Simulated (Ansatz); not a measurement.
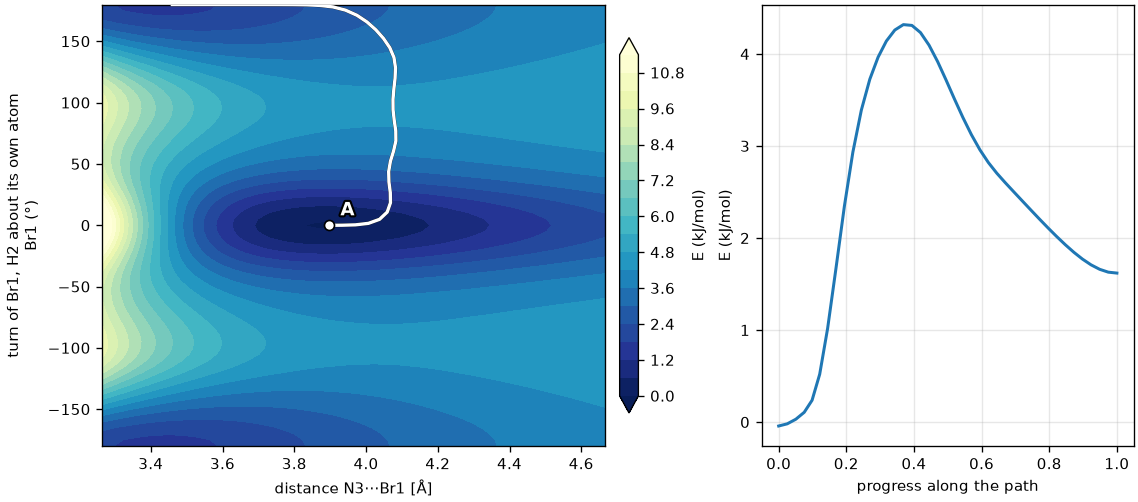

The pair BrH···N₂. The turn is about an axis along (0.96, 0.29, 0.01) in the frame of the relaxed pair, normal to the line between the partners. Coordinates scanned: (1) distance N3···Br1; (2) turn of Br1, H2 about its own atom Br1. The grid has 11 × 10 points; 86 points were computed and 24 follow by symmetry. Points are written as (first, second). Energies: kJ/mol, counted from the lowest grid point. Method: RKS BHLYP-D4/def2-TZVPD (Ansatz).

In the figure: filled contours, a line along the lowest path, one colour for all values above the top of the scale, the energy along the path at the right, the start A. Between grid points the surface is interpolated.

Describe the path and its barrier.

The easiest path leads from the well at about (3.90 Å, 0°) to the well at (3.412 Å, −180°), about 1.7 kJ/mol higher (on a rigid scan; wells that are mirror images or exchange like atoms can differ by this much). Its highest point lies about 4.4 kJ/mol above the bottom of the first well on the interpolated surface, at about (4.08 Å, 95°). Seen from the upper well the barrier is about 2.7 kJ/mol. This is the barrier on the constrained surface; relaxing the other coordinates would change it.
